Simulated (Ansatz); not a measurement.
Cost and result by functional for the adsorption energy of SiH3 on the 1x1 (110) surface of zinc-blende InP (cut with top plane In + P), one in a 2x1 cell, started at the site 'bridge In-P (span 5.2 Å)', in Ansatz (plane waves, PAW). Single points on the PBE structure, on one kind of machine; costs are rough ratios of the slab run's core time (references not counted) to the cheapest single point. r2SCAN's cost holds its higher cutoff (500 against 420 eV). Differences are taken against r2SCAN for comparison alone: no measured value is at hand, so the table doesn't rank accuracy. The points keep PBE's geometry, so the relaxation of a polaron and the settling of charge on one site are left out.

Host crystal: zinc-blende InP, with a band gap (PBE, scalar-relativistic without spin-orbit coupling).

Slab: 24 atoms, 8.9 Å thick at the start under the adsorbate (thin: gaps and levels are the slab's own); k 3x4x1, smearing 0.01 eV, dipole-corrected; 8 atoms held, the rest relaxed; no symmetry held; spin-polarised, ending with about 0.8 μB a cell, a value that depends on the mesh; orders that need a larger cell were not tried, no spin-orbit, no U, no dispersion correction. The slab shows no gap over 0.04 eV on its mesh. At the end it is bonded to P. In PBE it is, or lies within 0.03 eV of, the lowest of the starts that converged. These notes are the PBE run's. r2SCAN: The program's check for a lower electronic state was not made. Adsorption energies are against SiH4(g) − ½ H2(g). A negative adsorption energy means that the adsorbate is more stable on the surface than in its reference.

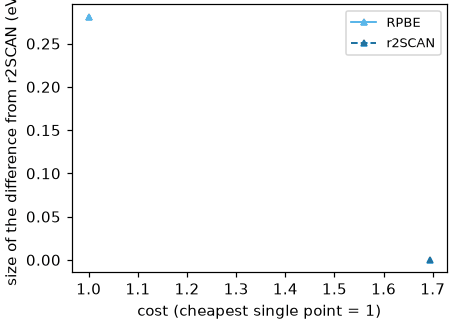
Figure. Difference from r2SCAN against cost

```csv
functional,relative cost,adsorption energy (eV),less r2SCAN (eV)
RPBE,1,0.21,0.28
r2SCAN,2,-0.07,0.00
PBE (the relaxed run's value),–,0.05,0.12
```

The values span 0.28 eV, while the single points' costs differ by a factor of roughly 2. Differences are of unrounded values.

Ansatz is an electronic-structure program.
